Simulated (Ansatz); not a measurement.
# LaGe: from the start to rest, part 2 of 2

Wanted: the geometry at rest of LaGe (a database structure at a slightly changed volume), relaxing cell and atoms at 5 GPa, and its electronic structure there.

Ansatz 0.2.0; DFT, r2SCAN, no spin polarisation, plane waves, PAW. Relaxing cell and atoms at 5 GPa. The steps go on from the part before.

## Step 3: More of the same log

Output, continued:

```text
SCF 4 converged in 6 iterations: F = -42277.736263 eV  dr2 = 2.96e-7
relax step   4: F+E_penalty+E_count = -42277.73626272 eV  Δ(F+E_penalty+E_count) = +3.680e-2 eV  max|allowed force component| = 2.999e-2 eV/Å  Δτ_max = 0.0148 Å  P = +4.970 GPa  Ω = 201.415 Å³  energy of the carried Pulay correction = +1.708e-3 eV  (6 SCF iters, dr2 threshold 8.00e-7 eV, accepted)
Crystal: 8 atoms, lattice volume = 201.407 Å³
Basis set: ecut = 500 eV, 5117 PW (Γ), exchange–correlation on 216×216×200 points (64 copies of the dense FFT grid, shifted against one another)
iter 1 solved again at ethr=6.96e-7 eV; its pass at ethr=3.10e-3 eV (dr2=6.96e-4 eV) is discarded
SCF iter   1: F=-42277.735889 eV  HF=-42277.734491 eV  |F-HF|=1.40e-3  |Δ(HF+E_count)|=         —  Δρ=3.83e-4  dr2=6.87e-4  dr2_τ=5.49e-4  ethr=6.96e-7  ⟨swp⟩=3.0  Hψ=8328  notcnv=0
preconditioner: auto → Kerker (q_TF=auto, 2.428 Å⁻¹)  [metal: Δε(μ)=0.066 eV  Ē_g=17.833 eV  σ=0.100 eV  W_gap=0.16  n_scr=52 (ndim 8)  ℏωp=25.1 eV  f_vac=0.000  D(μ)=4.87/eV (n_scr^D=28)]
SCF iter   2: F=-42277.736278 eV  HF=-42277.736396 eV  |F-HF|=1.18e-4  |Δ(HF+E_count)|=   1.91e-3  Δρ=2.03e-4  dr2=1.90e-4  dr2_τ=2.26e-6  ethr=6.87e-7  ⟨swp⟩=2.0  Hψ=3093  notcnv=0
SCF iter   3: F=-42277.736370 eV  HF=-42277.736381 eV  |F-HF|=1.09e-5  |Δ(HF+E_count)|=   1.53e-5  Δρ=5.60e-5  dr2=2.33e-5  dr2_τ=3.21e-7  ethr=1.90e-7  ⟨swp⟩=2.0  Hψ=2045  notcnv=0
SCF iter   4: F=-42277.736274 eV  HF=-42277.736274 eV  |F-HF|=1.78e-7  |Δ(HF+E_count)|=   1.07e-4  Δρ=2.81e-5  dr2=3.33e-6  dr2_τ=5.38e-8  ethr=2.33e-8  ⟨swp⟩=2.0  Hψ=1947  notcnv=0
SCF iter   5: F=-42277.736275 eV  HF=-42277.736275 eV  |F-HF|=4.77e-7  |Δ(HF+E_count)|=   9.77e-7  Δρ=1.28e-5  dr2=5.67e-7  dr2_τ=7.64e-9  ethr=3.33e-9  ⟨swp⟩=2.0  Hψ=2884  notcnv=0
SCF iter   6: F=-42277.736275 eV  HF=-42277.736275 eV  |F-HF|=3.08e-9  |Δ(HF+E_count)|=   7.27e-8  Δρ=5.29e-6  dr2=9.60e-8  dr2_τ=1.25e-9  ethr=5.67e-10  ⟨swp⟩=2.0  Hψ=2879  notcnv=0
SCF iter   7: F=-42277.736275 eV  HF=-42277.736275 eV  |F-HF|=1.68e-9  |Δ(HF+E_count)|=   2.79e-8  Δρ=1.78e-6  dr2=9.31e-9  dr2_τ=2.57e-10  ethr=4.05e-11  ⟨swp⟩=11.9  Hψ=12960  notcnv=0
SCF 5 converged in 7 iterations: F = -42277.736275 eV  dr2 = 9.31e-9
relax step   5: F+E_penalty+E_count = -42277.73627538 eV  Δ(F+E_penalty+E_count) = -1.266e-5 eV  max|allowed force component| = 9.814e-3 eV/Å  Δτ_max = 0.0077 Å  P = +5.010 GPa  Ω = 201.407 Å³  energy of the carried Pulay correction = +1.710e-3 eV  (7 SCF iters, dr2 threshold 4.05e-8 eV, accepted)
Initial wavefunctions: pseudopotential atomic-orbital guess (no wavefunctions were taken with the density)
iter 1 solved again at ethr=6.54e-8 eV; its pass at ethr=3.10e-3 eV (dr2=6.54e-5 eV) is discarded
SCF iter   1: F=-42277.734750 eV  HF=-42277.734748 eV  |F-HF|=2.18e-6  |Δ(HF+E_count)|=         —  Δρ=3.65e-5  dr2=3.07e-7  dr2_τ=1.51e-6  ethr=6.54e-8  ⟨swp⟩=3.6  Hψ=11371  notcnv=0
preconditioner: auto → Kerker (q_TF=auto, 2.428 Å⁻¹)  [metal: Δε(μ)=0.064 eV  Ē_g=17.831 eV  σ=0.100 eV  W_gap=0.16  n_scr=52 (ndim 8)  ℏωp=25.1 eV  f_vac=0.000  D(μ)=4.87/eV (n_scr^D=28)]
SCF iter   2: F=-42277.734644 eV  HF=-42277.734643 eV  |F-HF|=4.29e-7  |Δ(HF+E_count)|=   1.04e-4  Δρ=2.15e-5  dr2=1.73e-7  dr2_τ=1.07e-7  ethr=3.07e-10  ⟨swp⟩=3.0  Hψ=3511  notcnv=0
SCF iter   3: F=-42277.734644 eV  HF=-42277.734644 eV  |F-HF|=2.38e-8  |Δ(HF+E_count)|=   4.37e-7  Δρ=6.11e-6  dr2=1.60e-8  dr2_τ=8.36e-9  ethr=1.73e-10  ⟨swp⟩=2.0  Hψ=2978  notcnv=0
SCF iter   4: F=-42277.734644 eV  HF=-42277.734644 eV  |F-HF|=4.73e-10  |Δ(HF+E_count)|=   2.83e-8  Δρ=9.32e-7  dr2=1.48e-9  dr2_τ=7.75e-11  ethr=1.60e-11  ⟨swp⟩=2.0  Hψ=2985  notcnv=0
SCF iter   5: F=-42277.734644 eV  HF=-42277.734644 eV  |F-HF|=2.91e-11  |Δ(HF+E_count)|=  8.80e-10  Δρ=2.16e-7  dr2=1.70e-10  dr2_τ=4.89e-12  ethr=1.48e-12  ⟨swp⟩=2.1  Hψ=2903  notcnv=0
SCF iter   6: F=-42277.734644 eV  HF=-42277.734644 eV  |F-HF|=2.91e-11  |Δ(HF+E_count)|=  8.73e-11  Δρ=7.79e-8  dr2=2.68e-11  dr2_τ=5.37e-13  ethr=1.00e-12  ⟨swp⟩=10.4  Hψ=9425  notcnv=0
SCF 6 converged in 6 iterations: F = -42277.734644 eV  dr2 = 2.68e-11
relax step   6: F+E_penalty+E_count = -42277.73464354 eV  Δ(F+E_penalty+E_count) = +1.632e-3 eV  max|allowed force component| = 9.901e-3 eV/Å  Δτ_max = 0.0000 Å  P = +5.007 GPa  Ω = 201.407 Å³  stress off target by 4.18e-2 GPa  SCF on the basis re-selected at this cell (its energy is not comparable with the rows above)  (6 SCF iters)
basis re-selected at this cell: Δ(F+E_penalty+E_count) = +1.632e-3 eV, ΔP = -0.003 GPa vs the last step (what re-selecting the basis moved, of the pressure what is left beyond the Pulay correction that the steps carried, after the strain that the cell walked since its last selection, with what the two solves' SCF thresholds leave and, on support functions, any second-order correction that the steps lacked; it is no measure of the basis error at this ecutwfc). This SCF's stress stands 4.18e-2 GPa from its target on what of the cell is left free (relax.cell.stress_tol is 5.00e-2 GPa) and its largest allowed force component is 9.90e-3 eV/Å (relax.f_tol is 3.00e-2 eV/Å): within both
SCF converged after 6 iterations
Free energy (F): -42277.734644 eV
Harris-Foulkes:  -42277.734644 eV  (|F-HF|=2.91e-11)
Internal energy: -42277.576504 eV  (E = F + TS)
E sigma→0 (E₀):  -42277.655574 eV
Entropy (-TS):   -0.158140 eV (-19.767 meV/atom)
Fermi energy:    12.396388 eV
--- Per-component energies (eV) ---
  E_band       = -534.173004
  E_kinetic    = 1225.862322
  E_local      = -11134.637574  (includes V_loc(G=0)·N_el)
  E_nonlocal   = 2051.162366
  E_hartree    = 4872.943315
  E_xc         = -812.900659
  E_vxc        = -923.672466  (∫ρ·V_xc dr)
  E_paw        = -29882.872638  (= ΣΔE_a)
  E_vpaw       = -1546.814164  (= ΣTr[D̂ρ^β])
  E_aug_tail   = 0.000057  (compensation charges beyond the density's cutoff)
  E_vtau       = 48.040007  (kinetic-family band-sum trace: ∫τ·v_τ [+ j·A + Jᵃ·Aᵃ] dr)
  E_ewald      = -8593.064679
  E_core_change = -4.069013  (= ΣΔE_core)
  E_smearing   = -0.158140  (= −TS)
  E_closure    = -0.000000  (closes the sum)
  Σ components = -42277.734644   (vs F -42277.734644, Δ=0.00e0)
--- Forces (eV/Å), atoms counted from 1 ---
  atom   1  Ge     0.00000000    -0.00605962    -0.00631919
  atom   2  Ge    -0.00000000     0.00605962    -0.00631919
  atom   3  Ge    -0.00000000     0.00605962     0.00631919
  atom   4  Ge     0.00000000    -0.00605962     0.00631919
  atom   5  La     0.00000000     0.00990085     0.00000000
  atom   6  La    -0.00000000    -0.00990085    -0.00000000
  atom   7  La     0.00000000    -0.00446828     0.00000000
  atom   8  La    -0.00000000     0.00446828    -0.00000000
  max |Σ_I F_I| component: 3.47e-18 eV/Å
--- Stress (GPa, compression-positive) ---
        5.041813      -0.000000       0.000000
       -0.000000       5.018423      -0.000000
        0.000000      -0.000000       4.960745
  P = ⅓ Tr σ = 5.0070 GPa (50.070 kbar)
--- Band table (eV; the first three rows and the last of 27) ---
  k-point 0: bands = ["-21.3788", "-21.2537", "-21.2188", "-21.1680", "-12.4182", "-12.3995", "-12.3457", "-12.3407", "-12.3263", "-12.3166", "-12.3074", "-12.2928", "-12.2766", "-12.2658", "-12.2644", "-12.2539", "-12.2398", "-12.2378", "-12.2209", "-12.2189", "-12.2186", "-12.2184", "-12.1978", "-12.1941", "-5.3893", "-5.3166", "-5.1051", "-4.7629", "-4.7099", "-4.7077", "-4.4617", "-4.4478", "-4.3322", "-4.2792", "-4.2337", "-4.2137", "1.5191", "3.6912", "4.6730", "5.7127", "8.1012", "8.2418", "10.1658", "10.2488", "10.4877", "10.7822", "10.9241", "11.3637", "11.3742", "12.3369", "12.6985", "13.0928", "13.4708", "13.5829", "13.8351", "13.9496", "14.0766", "14.1345", "14.1530", "14.5962"]
  k-point 1: bands = ["-21.3605", "-21.2719", "-21.2117", "-21.1760", "-12.4133", "-12.3987", "-12.3538", "-12.3513", "-12.3140", "-12.3095", "-12.3069", "-12.2886", "-12.2764", "-12.2668", "-12.2668", "-12.2569", "-12.2386", "-12.2377", "-12.2216", "-12.2205", "-12.2200", "-12.2199", "-12.1978", "-12.1951", "-5.4006", "-5.1842", "-5.1521", "-4.6873", "-4.6843", "-4.6740", "-4.4847", "-4.4735", "-4.4175", "-4.3771", "-4.2419", "-4.2157", "1.7876", "3.2700", "4.7538", "5.4216", "8.5865", "8.8760", "9.9775", "10.2608", "10.3507", "10.4640", "11.2865", "11.4050", "11.6102", "12.1253", "12.7818", "12.7902", "13.1137", "13.4879", "13.6300", "13.7182", "13.8697", "14.3693", "14.3848", "14.5469"]
  k-point 2: bands = ["-21.3162", "-21.3162", "-21.1942", "-21.1942", "-12.4030", "-12.4030", "-12.3590", "-12.3590", "-12.3089", "-12.3089", "-12.2913", "-12.2913", "-12.2727", "-12.2727", "-12.2642", "-12.2642", "-12.2374", "-12.2374", "-12.2220", "-12.2220", "-12.2217", "-12.2217", "-12.1970", "-12.1970", "-5.3248", "-5.3248", "-4.7973", "-4.7973", "-4.6556", "-4.6556", "-4.5107", "-4.5107", "-4.5015", "-4.5015", "-4.2225", "-4.2225", "2.4666", "2.4666", "5.0038", "5.0038", "9.5563", "9.5563", "9.9853", "9.9853", "10.0582", "10.0582", "11.3762", "11.3762", "11.7923", "11.7923", "12.6971", "12.6971", "13.2406", "13.2406", "13.8138", "13.8138", "14.0268", "14.0268", "14.2866", "14.2866"]
  k-point 26: bands = ["-21.2877", "-21.2877", "-21.2236", "-21.2236", "-12.4029", "-12.4029", "-12.3595", "-12.3595", "-12.3091", "-12.3091", "-12.2926", "-12.2926", "-12.2731", "-12.2731", "-12.2625", "-12.2625", "-12.2370", "-12.2370", "-12.2218", "-12.2218", "-12.2215", "-12.2215", "-12.1971", "-12.1971", "-5.1129", "-5.1129", "-4.7880", "-4.7880", "-4.7256", "-4.7256", "-4.5456", "-4.5456", "-4.4479", "-4.4479", "-4.4355", "-4.4355", "2.5965", "2.5965", "4.8715", "4.8715", "9.6981", "9.6981", "9.8443", "9.8443", "10.1985", "10.1985", "11.5736", "11.5736", "11.5789", "11.5789", "11.8265", "11.8265", "13.4868", "13.4868", "14.2247", "14.2247", "14.3638", "14.3638", "14.5996", "14.5996"]
--- Relaxed structure (5 steps of the walk, 4 accepted, 1 SCFs on fresh bases) ---
  F+E_penalty+E_count = -42277.73464354 eV   max|allowed force component| = 9.901e-3 eV/Å   (the final SCF, on the basis selected at the relaxed cell)
  cell:  # Å, volume = 201.4068 Å³
    - [2.2511734516992132, 6.714430853877894, 0.0]
    - [2.2511734516992132, -6.714430853877894, 0.0]
    - [0.0, 0.0, -6.662327064170759]
  atoms:
    - { symbol: Ge, position: [0.40191478132573155, 0.5980852186742684, 0.4429960581042154] }
    - { symbol: Ge, position: [0.5980852186742684, 0.40191478132573155, 0.9429960581042154] }
    - { symbol: Ge, position: [0.5980852186742684, 0.40191478132573155, 0.5570039418957848] }
    - { symbol: Ge, position: [0.40191478132573155, 0.5980852186742684, 0.05700394189578474] }
    - { symbol: La, position: [0.04951172633444245, 0.9504882736655575, 0.25000000000000006] }
    - { symbol: La, position: [0.9504882736655575, 0.04951172633444245, 0.7500000000000001] }
    - { symbol: La, position: [0.22702368344860496, 0.772976316551395, 0.7500000000000001] }
    - { symbol: La, position: [0.772976316551395, 0.22702368344860496, 0.25000000000000006] }
--- Löwdin populations: 8 sites ---
  site symbol       q [e]
     0     Ge     14.1987
     1     Ge     14.1987
     2     Ge     14.1987
     3     Ge     14.1987
     4     La     10.7606
     5     La     10.7606
     6     La     10.7773
     7     La     10.7773
  spilling = 0.001291 (of n_electrons = 100.000000)
--- Bader charges: 8 sites ---
  site symbol  charge [e]  shift [e]
     0     Ge     -1.2157     0.0000
     1     Ge     -1.2157     0.0000
     2     Ge     -1.2158     0.0000
     3     Ge     -1.2158     0.0000
     4     La      1.2263     0.0000
     5     La      1.2263     0.0000
     6     La      1.2052     0.0000
     7     La      1.2052     0.0000
  estimated error of the sums over rays = 6.4e-4 e
```

Wall time 2.4 min (2 threads of AMD EPYC 9R14 (Zen 4), shared host); peak memory 1.5 GiB.

The steps of the relaxation:

```csv
step,energy from step 1 (eV/cell),largest force component (eV/Å),pressure (GPa),volume (Å³)
1,0.0000,0.0613,2.75,207.50
2x,0.3823,0.1685,7.81,195.54
3,0.1042,0.0292,4.56,202.68
4,0.1410,0.0300,4.97,201.41
5,0.1410,0.0098,5.01,201.41
6,0.1426,0.0099,5.01,201.41
```

Step 1 is the start. Step 6 repeats the geometry before on a plane-wave basis chosen anew for that cell, so the energy can jump there without any move; the table keeps such jumps. 1 step was tried and not accepted (marked x).

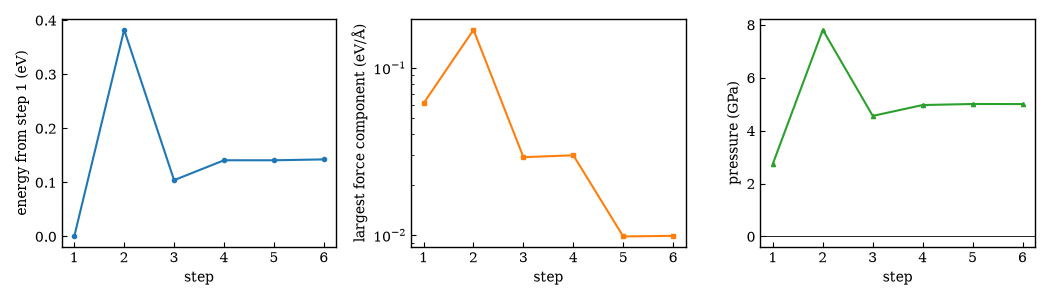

How energy and force, and the pressure, went from step to step.

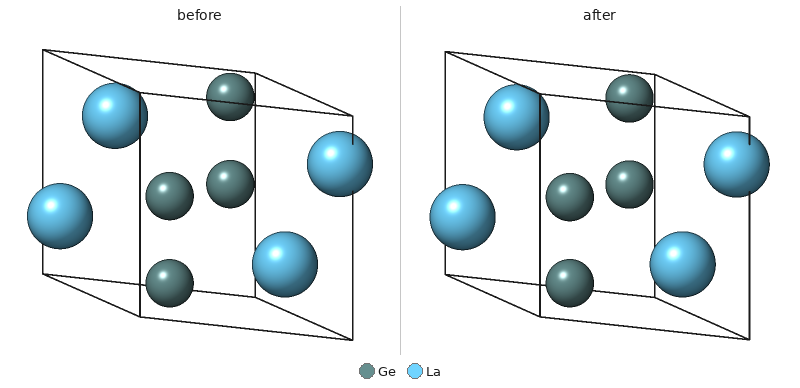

The structure before (left) and after (right), drawn at the same scale. Each atom of the cell is drawn once.

| input's cell | before | after | change |
| --- | --- | --- | --- |
| a (Å) | 7.203 | 7.082 | -1.7 % |
| b (Å) | 7.203 | 7.082 | -1.7 % |
| c (Å) | 6.701 | 6.662 | -0.6 % |
| γ (°) | 143.35 | 142.93 | -0.42° |
| volume (Å³/atom) | 25.94 | 25.18 | -2.9 % |

The largest move, 0.02 Å, apart from the change of the cell, is shared by several atoms, La7 among them.

At a target of 5 GPa the walk lowers the enthalpy E + PV, so the energy alone may rise.

## Step 4: Total and projected density of states

Counts of states in windows (eV from the Fermi level; tetrahedra), total and projected:

```csv
from,to,total,Ge s,Ge p,La s,La d,La f
-8.0,-7.0,1.84,1.10,0.25,0.10,0.29,0.02
-7.0,-6.0,1.51,0.92,0.18,0.04,0.30,0.02
-6.0,-5.0,0.00,0.00,0.00,0.00,0.00,0.00
-5.0,-4.0,0.08,0.00,0.05,0.01,0.02,0.00
-4.0,-3.0,3.52,0.07,2.12,0.44,0.74,0.04
-3.0,-2.0,6.54,0.13,3.70,0.33,2.03,0.15
-2.0,-1.0,5.89,0.10,2.91,0.13,2.32,0.18
-1.0,0.0,4.01,0.04,0.86,0.14,2.62,0.22
0.0,1.0,4.35,0.05,0.64,0.14,2.87,0.48
```

The bands computed are complete only to about 1.9 eV above the Fermi level.

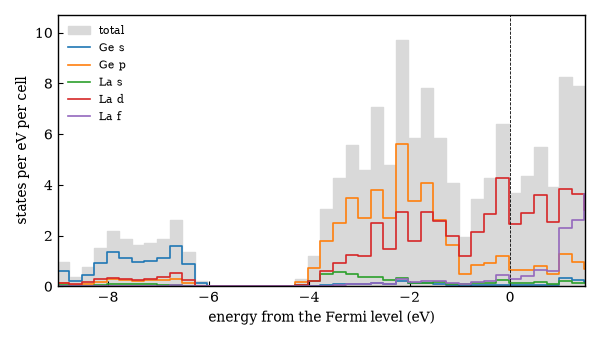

Total and projected density of states, in bins of 0.25 eV.

## Step 5: Atomic charges

By element, from the tables in the log (a charge is positive for electrons lost): Löwdin charges also hold the electrons that the projection spills.

```csv
element,atoms,Bader charge (e),Bader volume (Å³),Löwdin charge (e)
Ge,4,-1.22,26.1,-0.20
La,4,+1.21 to +1.23,23.6 to 25.0,+0.22 to +0.24
```

Löwdin charges rest on a small set of atomic orbitals that misses 0.1 % of the electrons, so they need not add up to the cell's charge and can differ from Bader's even in sign.

## Step 6: Maps of the fields

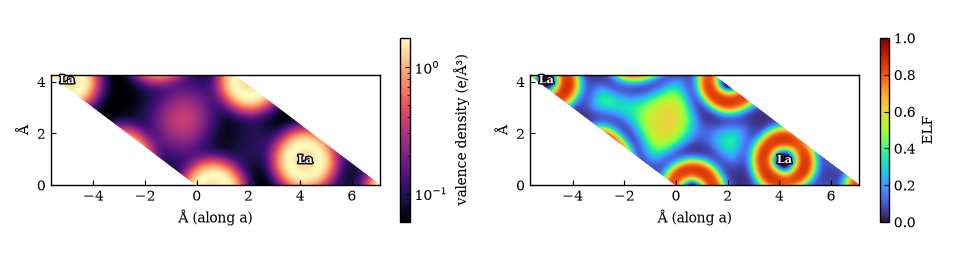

Valence density (left, log scale) and ELF (right) in the plane spanned by a and b at height 0.250 along c (axes of the input's cell); atoms within 0.2 Å are lettered. Inside the augmentation spheres the fields are the smooth ones.

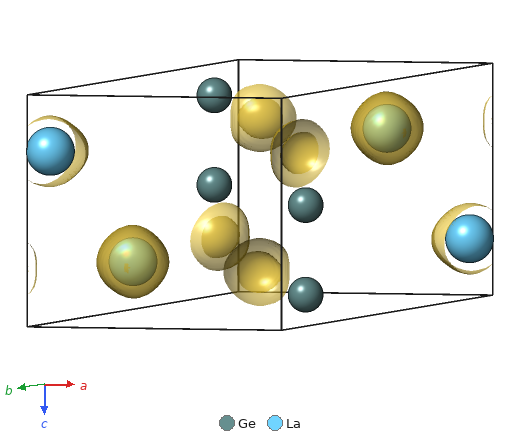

Surface of ELF = 0.78 in one cell.

Along short contacts, where the density is least:

```csv
contact,length (Å),minimum at (fraction),density (e/Å³),ELF
Ge1–Ge4,2.572,0.50,0.381,0.60
La5–Ge2,3.111,0.50,0.196,0.19
La5–La6,3.587,0.50,0.086,0.05
```

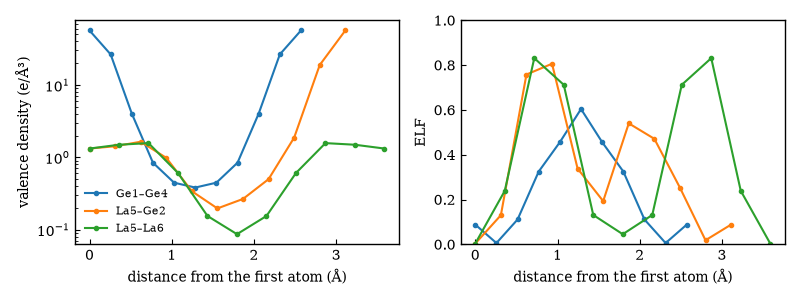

Smooth valence density and ELF along the contacts, at tenths of each length.

## Step 7: Results

What follows sums up all 2 parts.

| quantity | value |
| --- | --- |
| moves | 3 |
| largest move | 0.02 Å (La) |
| space group (0.01 Å), before / after | Cmcm / Cmcm |
| cell | a = 7.082 Å, b = 7.082 Å, c = 6.662 Å, α = 90.00°, β = 90.00°, γ = 142.93° |
| volume | 25.18 Å³/atom (-2.9 %) |
| pressure at the end | 5.01 GPa |
| character | metal |
| density of states, mean within 0.25 eV of the Fermi level | 5 per eV per cell |
| Bader charges | Ge -1.22, La +1.21 to +1.23 e |

In words: The volume shrank by 2.9 %, and the largest move of an atom is 0.02 Å apart from the change of the cell. With 8 symmetry operations imposed, the end may be a saddle point towards distortions that break them. The cell is metallic; within 0.25 eV of the Fermi level the density of states averages 5 per eV per cell, mostly La d (67 %) and Ge p (17 %). By Bader's partition La gives up most (+1.22 e) and Ge takes most (-1.22 e).
